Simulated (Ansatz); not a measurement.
**SiH$_{5}$OF: molecular dynamics (part 3 of 3)**

Continued. System: SiH$_{5}$OF. Method: RKS PBE-D4/def2-TZVP (Ansatz 0.2.0). It belongs to a series of runs on one base structure; here: dynamics from the highest image of the converged band.

Geometry of the input (Å):
```
Si 0.0837  -0.1281  -0.0088
O  0.0613  -0.1122  1.8627
H  -0.8197  -0.0960  2.2757
H  1.3647  0.3400  -0.5983
H  -0.7881  1.1109  -0.0382
H  -0.7586  -1.1084  -0.7535
F  1.0454  -1.6951  0.6975
H  0.5521  -1.0968  1.7399
```

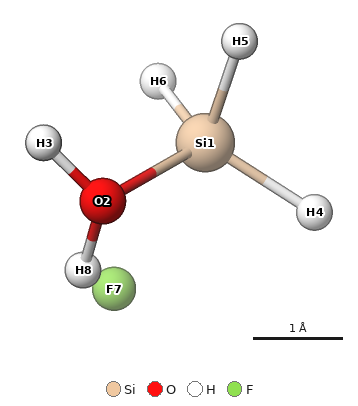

The geometry at step 36 of the log (ball-and-stick view, seen at a tilt; atoms are numbered from 1 in the order of the input).

What the program printed, continued
```
md step   194: t =    97.00 fs  T =   884.2 K  F+E_penalty+E_count = -12717.36177118 eV  E_kin = 0.685719 eV  conserved = -12716.67605182 eV  (29 SCF iters, 3 dispersion substeps)
md step   195: t =    97.50 fs  T =   882.2 K  F+E_penalty+E_count = -12717.36028487 eV  E_kin = 0.684233 eV  conserved = -12716.67605219 eV  (29 SCF iters, 3 dispersion substeps)
md step   196: t =    98.00 fs  T =   880.0 K  F+E_penalty+E_count = -12717.35853565 eV  E_kin = 0.682481 eV  conserved = -12716.67605431 eV  (29 SCF iters, 3 dispersion substeps)
md step   197: t =    98.50 fs  T =   877.3 K  F+E_penalty+E_count = -12717.35646460 eV  E_kin = 0.680407 eV  conserved = -12716.67605721 eV  (29 SCF iters, 3 dispersion substeps)
md step   198: t =    99.00 fs  T =   874.1 K  F+E_penalty+E_count = -12717.35400310 eV  E_kin = 0.677943 eV  conserved = -12716.67605992 eV  (29 SCF iters, 3 dispersion substeps)
md step   199: t =    99.50 fs  T =   870.4 K  F+E_penalty+E_count = -12717.35109011 eV  E_kin = 0.675028 eV  conserved = -12716.67606173 eV  (29 SCF iters, 3 dispersion substeps)
these checks for a lower state are left out or cut short: starts, cluster_reference, orbital_swaps, neighbouring_geometries, increment
779 factors; their error is unknown
mean field -12717.26313277 eV, -467.3508000588 hartree, gradient 1.2e-5 eV, S^2 0.000000; 0 other end points of the search recorded, 0 dependent functions left out
the calculation of the forces begins
reference -12717.26316855 eV, -467.3508013736 hartree; 18, 18 occupied and 111, 111 virtual orbitals, 779 factors
779 factors; their error is unknown
mean field evaluation 1600: about -12717.2631 eV, gradient 8.1e-5 eV
mean field -12717.26313277 eV, -467.3508000588 hartree, gradient 8.1e-5 eV, S^2 0.000000; 1 other end points of the search recorded, 0 dependent functions left out
the calculation of the forces begins
reference -12717.26316855 eV, -467.3508013736 hartree; 18, 18 occupied and 111, 111 virtual orbitals, 779 factors
md step   200: t =   100.00 fs  T =   866.0 K  F+E_penalty+E_count = -12717.34768421 eV  E_kin = 0.671622 eV  conserved = -12716.67606248 eV  (25 SCF iters, 3 dispersion substeps)
```

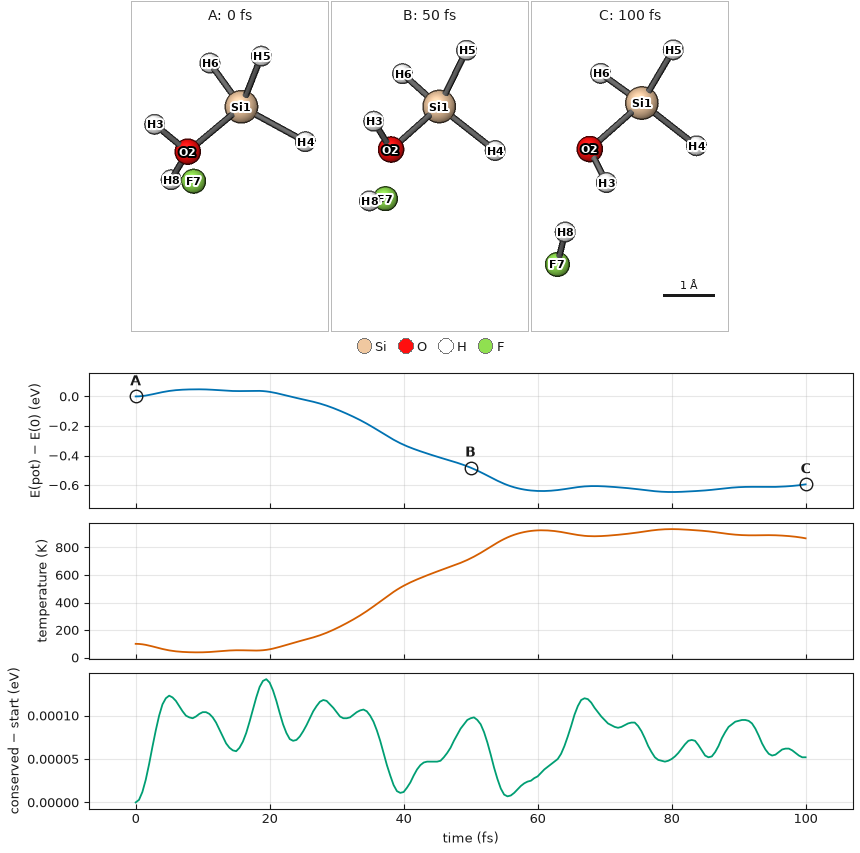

Frames of the molecular dynamics (ball-and-stick, seen at a tilt) above the curves, on which the letters mark them. The trajectory kept here has 201 frames over 100 fs. The temperature starts at 100 K, ranges from 38 to 933 K and averages 890 K over the second half. The potential energy ends 0.594 eV below its first value. The conserved quantity stays within 0.00014 eV. After an unweighted best fit of the last frame on the first, the root-mean-square displacement is 0.81 Å, and F7 has moved furthest (1.43 Å).

```
Total energy: -12717.34771999 eV, -467.3539085818 hartree
Atom 0 at    -0.294217     0.458176    -0.037583 Å, force     0.370858     0.114910     0.019316 eV/Å
Atom 1 at    -0.180627     0.023009     1.573239 Å, force     0.158642    -0.493820     0.061469 eV/Å
Atom 2 at     0.474861     0.427249     2.162687 Å, force    -0.072357     0.145475    -0.192559 eV/Å
Atom 3 at     1.071632     0.559310    -0.666057 Å, force    -0.137610    -0.027225     0.062092 eV/Å
Atom 4 at    -0.973921     1.769488    -0.171458 Å, force    -0.119087     0.173689    -0.061012 eV/Å
Atom 5 at    -1.079877    -0.611843    -0.705116 Å, force    -0.045531    -0.052310     0.041642 eV/Å
Atom 6 at     1.747527    -2.729030     1.027669 Å, force    -0.046225     0.137345    -0.013469 eV/Å
Atom 7 at     1.194568    -1.987130     1.177913 Å, force    -0.108689     0.001936     0.082520 eV/Å
Dipole moment:    -0.082321     0.553912     0.094951 e Å
```

Trajectory as extended XYZ (Å, eV, eV/Å), 12 of the 201 frames kept, from step=0 to step=200
```
8
Properties=species:S:1:pos:R:3:forces:R:3 step=0 time_fs=0.0 energy=-12716.75367 temperature=100.0
Si    0.0837   -0.1281   -0.0088    0.0005   0.0000   0.0003
O     0.0613   -0.1122    1.8627    0.0001  -0.0025   0.0000
H    -0.8197   -0.0960    2.2757   -0.0002   0.0011  -0.0003
H     1.3647    0.3400   -0.5983    0.0002   0.0000  -0.0003
H    -0.7881    1.1109   -0.0382   -0.0006   0.0003  -0.0001
H    -0.7586   -1.1084   -0.7535   -0.0004   0.0002  -0.0001
F     1.0454   -1.6951    0.6975    0.0005   0.0000  -0.0003
H     0.5521   -1.0968    1.7399   -0.0001   0.0010   0.0007
8
Properties=species:S:1:pos:R:3:forces:R:3 step=18 time_fs=9.0 energy=-12716.70559 temperature=38.1
Si    0.0701   -0.1177   -0.0268    0.5619   0.1566   0.4461
O     0.0744   -0.1131    1.8731   -0.4213  -0.2248  -0.0267
H    -0.8357   -0.1915    2.2132   -0.0256   0.2103   0.1273
H     1.3817    0.3128   -0.5919   -0.1595   0.0546  -0.0124
H    -0.7687    1.1505    0.0443   -0.0018  -0.1809  -0.2396
H    -0.7417   -1.0830   -0.8166   -0.0879  -0.0153   0.0645
F     1.0536   -1.7059    0.7173   -0.1758  -0.1120  -0.2532
H     0.5319   -1.1095    1.7409    0.3100   0.1115  -0.1059
8
Properties=species:S:1:pos:R:3:forces:R:3 step=36 time_fs=18.0 energy=-12716.71565 temperature=51.1
Si    0.0679   -0.1058   -0.0326   -0.1871  -0.0221   0.7247
O     0.0698   -0.1195    1.8793    0.1067   0.2983  -0.7840
H    -0.8352   -0.1711    2.2303    0.0352  -0.0962   0.1133
H     1.3499    0.3329   -0.6116    0.1991   0.0220  -0.0332
H    -0.7840    1.1236   -0.0273   -0.1446   0.1937  -0.0702
H    -0.7640   -1.0656   -0.8217    0.1133  -0.0797   0.1498
F     1.0568   -1.7204    0.7282    0.1757  -0.0409  -0.0700
H     0.6742   -1.0989    1.6787   -0.2984  -0.2752  -0.0303
8
Properties=species:S:1:pos:R:3:forces:R:3 step=55 time_fs=27.5 energy=-12716.80167 temperature=162.0
Si    0.0618   -0.0870   -0.0182   -0.7093   0.8804   0.6387
O     0.0653   -0.1162    1.8484    0.0354   0.0234  -0.8446
H    -0.7917   -0.1721    2.3006   -0.1371   0.1890  -0.1720
H     1.3662    0.3404   -0.6094   -0.0966  -0.1322   0.1946
H    -0.8393    1.1399   -0.1639    0.2304  -0.2003   0.1066
H    -0.7274   -1.1275   -0.7305    0.0325  -0.0784   0.0146
F     1.0679   -1.7412    0.7358    0.5428  -0.7314  -0.0139
H     0.6648   -1.2411    1.5933    0.1020   0.0494   0.0761
8
Properties=species:S:1:pos:R:3:forces:R:3 step=73 time_fs=36.5 energy=-12716.99197 temperature=407.3
Si    0.0377   -0.0522    0.0138   -0.3512   0.2033   0.2394
O     0.0595   -0.1086    1.7807   -0.2803   0.2237  -0.2085
H    -0.7946   -0.0503    2.2363   -0.0699   0.2017  -0.1066
H     1.3854    0.2811   -0.5049    0.0050   0.0627  -0.0117
H    -0.8215    1.1334   -0.2367   -0.1996   0.2856  -0.0081
H    -0.6586   -1.2107   -0.6201   -0.1239   0.2219  -0.1057
F     1.1012   -1.7903    0.7434    0.8910  -1.3042   0.1055
H     0.6992   -1.3812    1.5588    0.1289   0.1052   0.0957
8
Properties=species:S:1:pos:R:3:forces:R:3 step=91 time_fs=45.5 energy=-12717.16786 temperature=634.1
Si    0.0021   -0.0058    0.0477   -0.2829   0.6424  -1.6144
O     0.0376   -0.0905    1.7083   -0.4730   0.3107   1.2041
H    -0.8016    0.2071    2.0931    0.0771  -0.0216   0.3065
H     1.3846    0.2596   -0.4061    0.0100   0.1043  -0.2143
H    -0.8511    1.2095   -0.2781    0.1236  -0.1445   0.1293
H    -0.6779   -1.1661   -0.5896   -0.0844   0.0925  -0.1213
F     1.1679   -1.8885    0.7571    0.6406  -0.8896   0.2652
H     0.8377   -1.4659    1.5579   -0.0110  -0.0942   0.0449
8
Properties=species:S:1:pos:R:3:forces:R:3 step=109 time_fs=54.5 energy=-12717.33405 temperature=848.4
Si   -0.0390    0.0554    0.0422    0.0062   0.5674  -1.4084
O    -0.0075   -0.0589    1.6899   -0.0510  -0.1529   1.0700
H    -0.7138    0.4440    2.1213    0.0463  -0.0724   0.1764
H     1.3564    0.2962   -0.4401   -0.1883  -0.0779  -0.0588
H    -0.8542    1.2774   -0.2539   -0.0272   0.1297   0.0002
H    -0.7530   -1.0548   -0.6431    0.0748  -0.1142   0.0055
F     1.2602   -2.0225    0.7813    0.1897  -0.2669   0.2656
H     0.9766   -1.6020    1.5844   -0.0505  -0.0127  -0.0506
8
Properties=species:S:1:pos:R:3:forces:R:3 step=127 time_fs=63.5 energy=-12717.38342 temperature=912.1
Si   -0.0842    0.1323    0.0029   -0.4486   0.3303   0.8079
O    -0.0576   -0.0323    1.7171    0.3430  -0.4772  -0.8516
H    -0.5552    0.6078    2.2450   -0.0269   0.0324  -0.1765
H     1.2780    0.3008   -0.5423    0.2129  -0.0053   0.0280
H    -0.8566    1.3948   -0.2273   -0.0304   0.0139  -0.1156
H    -0.7809   -0.9974   -0.6838    0.0249   0.0191   0.1722
F     1.3618   -2.1695    0.8150   -0.0151   0.0199   0.2367
H     1.0687   -1.7365    1.6022   -0.0599   0.0670  -0.1010
8
Properties=species:S:1:pos:R:3:forces:R:3 step=145 time_fs=72.5 energy=-12717.36945 temperature=894.1
Si   -0.1366    0.2192   -0.0191    0.1681   0.0833   1.1900
O    -0.0958   -0.0234    1.7112    0.1237  -0.0859  -1.4122
H    -0.3740    0.7456    2.2321    0.0577  -0.0237  -0.0617
H     1.2480    0.2965   -0.5951   -0.1402   0.0932   0.1681
H    -0.8712    1.5141   -0.2721    0.0688  -0.2313  -0.0013
H    -0.8106   -0.9549   -0.6257   -0.1683   0.0006   0.0062
F     1.4636   -2.3171    0.8571   -0.0915   0.1142   0.2130
H     1.1093   -1.8124    1.5705   -0.0182   0.0497  -0.1021
8
Properties=species:S:1:pos:R:3:forces:R:3 step=164 time_fs=82.0 energy=-12717.39705 temperature=929.7
Si   -0.1901    0.3080   -0.0105    0.1259  -0.8158  -0.1374
O    -0.1301   -0.0147    1.6413    0.0059   0.3478  -0.0357
H    -0.1194    0.8114    2.1540    0.1083  -0.2061   0.2335
H     1.1941    0.3608   -0.5635    0.0103   0.0610  -0.0740
H    -0.8917    1.5668   -0.3309   -0.1840   0.3252   0.0702
H    -0.9342   -0.8692   -0.5481    0.0463   0.1132  -0.1552
F     1.5674   -2.4682    0.9102   -0.1028   0.1478   0.1255
H     1.1314   -1.8467    1.4660   -0.0099   0.0270  -0.0269
8
Properties=species:S:1:pos:R:3:forces:R:3 step=182 time_fs=91.0 energy=-12717.36504 temperature=888.4
Si   -0.2398    0.3794   -0.0070   -0.3623   0.5406  -1.5333
O    -0.1607    0.0087    1.5762    0.2266  -0.2754   1.5405
H     0.1928    0.6794    2.1841   -0.0282  -0.1292  -0.0406
H     1.1370    0.4689   -0.5752    0.0292  -0.0297  -0.1324
H    -0.9537    1.6868   -0.3033    0.1685  -0.2398   0.1884
H    -1.0410   -0.7325   -0.5883    0.1050  -0.0312  -0.1086
F     1.6603   -2.6035    0.9673   -0.0929   0.1733   0.0456
H     1.1629   -1.8888    1.3201   -0.0459  -0.0086   0.0403
8
Properties=species:S:1:pos:R:3:forces:R:3 step=200 time_fs=100.0 energy=-12717.34768 temperature=866.0
Si   -0.2942    0.4582   -0.0376    0.3709   0.1149   0.0193
O    -0.1806    0.0230    1.5732    0.1586  -0.4938   0.0615
H     0.4749    0.4272    2.1627   -0.0724   0.1455  -0.1926
H     1.0716    0.5593   -0.6661   -0.1376  -0.0272   0.0621
H    -0.9739    1.7695   -0.1715   -0.1191   0.1737  -0.0610
H    -1.0799   -0.6118   -0.7051   -0.0455  -0.0523   0.0416
F     1.7475   -2.7290    1.0277   -0.0462   0.1373  -0.0135
H     1.1946   -1.9871    1.1779   -0.1087   0.0019   0.0825
```
